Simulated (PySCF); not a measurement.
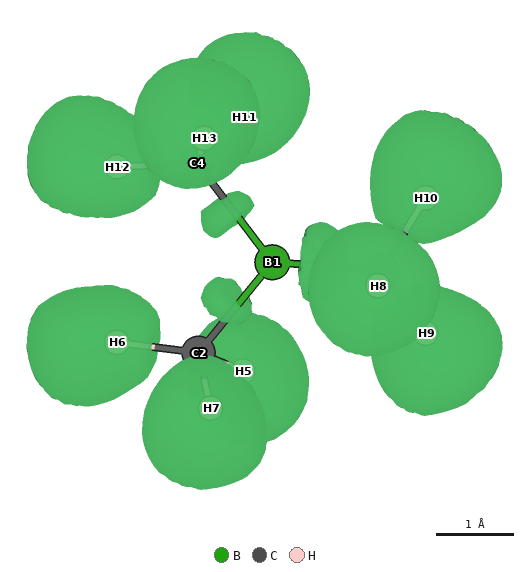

Figure. C3H9B (charge +1, doublet). Isosurface of the ELF at 0.85 (green), seen at an oblique angle. Only the valence region is drawn (cores and ρ < 0.01 e/Å³ removed).

Geometry: PBE0-D3(BJ)/def2-SVP.

The calculation used UKS B3LYP, IGLO-III on B C, pcH-1 on H, non-relativistic, mean-field spin-orbit, GIAO in PySCF.

```xyz
13

B     0.2491   -0.0872    0.1498
C    -1.1187   -0.9548    0.0533
C     1.6877   -0.5729    0.1632
C    -0.3298    1.4177    0.2638
H    -0.9785   -1.3449   -0.9746
H    -2.1184   -0.5325    0.1877
H    -0.8744   -1.6878    0.8495
H     1.9663   -0.7552    1.2206
H     1.8301   -1.5263   -0.3704
H     2.4009    0.1695   -0.2289
H     0.1303    1.8259   -0.6590
H    -1.3938    1.6638    0.3186
H     0.2009    1.7109    1.1929
```

Describe the localisation domains.

At this value the surface marks out three regions between bonded B–C atoms (shared pairs) and nine regions around hydrogen nuclei.

Values along the shortest contacts:
C–B (1.52 Å): the ELF peaks at about 0.95 between the atoms (localised, covalent bonding). C–H (1.09 Å): the ELF climbs to about 1 towards the hydrogen, as it does in any bond to H.
